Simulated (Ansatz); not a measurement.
Consider Sc$_{2}$Br.

```yaml
crystal:
  lattice:
    - [7.67591, 0.00000, 0.00000]
    - [0.00000, 7.67591, 0.00000]
    - [0.00000, 0.00000, 6.01434]
  atoms:
    - { symbol: Sc, position: [0.00000, 0.29916, 0.00000] }
    - { symbol: Sc, position: [0.50000, 0.79916, 0.50000] }
    - { symbol: Sc, position: [0.00000, 0.70084, 0.00000] }
    - { symbol: Sc, position: [0.50000, 0.20084, 0.50000] }
    - { symbol: Sc, position: [0.70084, 0.00000, 0.00000] }
    - { symbol: Sc, position: [0.20084, 0.50000, 0.50000] }
    - { symbol: Sc, position: [0.29916, 0.00000, 0.00000] }
    - { symbol: Sc, position: [0.79916, 0.50000, 0.50000] }
    - { symbol: Br, position: [0.00000, 0.00000, 0.74525] }
    - { symbol: Br, position: [0.50000, 0.50000, 0.24525] }
    - { symbol: Br, position: [0.00000, 0.00000, 0.25475] }
    - { symbol: Br, position: [0.50000, 0.50000, 0.75475] }
```

Space group I4/mmm; started from the random prototype, which need not be the ambient phase.

Method: DFT PBE, scalar-relativistic, plane waves, PAW (Ansatz).

Q: What can the converged valence pseudo-density and electron localisation function tell about the bonding?

A: Sc–Br (2.76 Å): the density is about 0.26 e/Å³ at the midpoint, with its minimum of 0.23 e/Å³ about 1.2 Å from Sc; the ELF is about 0.35 at the midpoint.
The ELF has a maximum of about 0.90 in the space between the atoms, 2.1 Å from four Sc atoms, on no atom or two-centre bond.

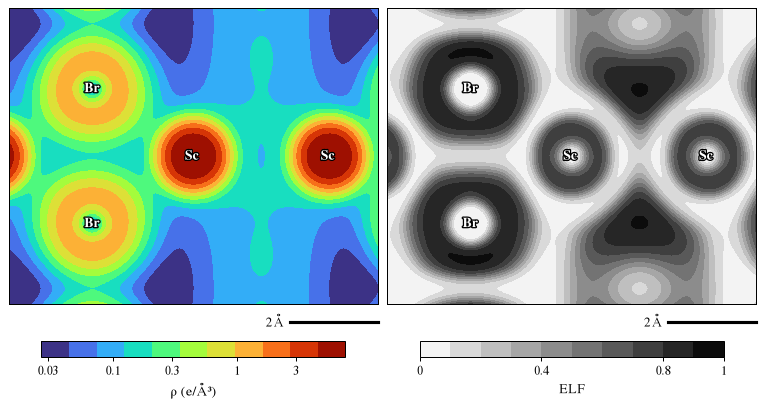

Computed valence pseudo-density and electron localisation function on the (100) plane of the conventional cell, in this order. 
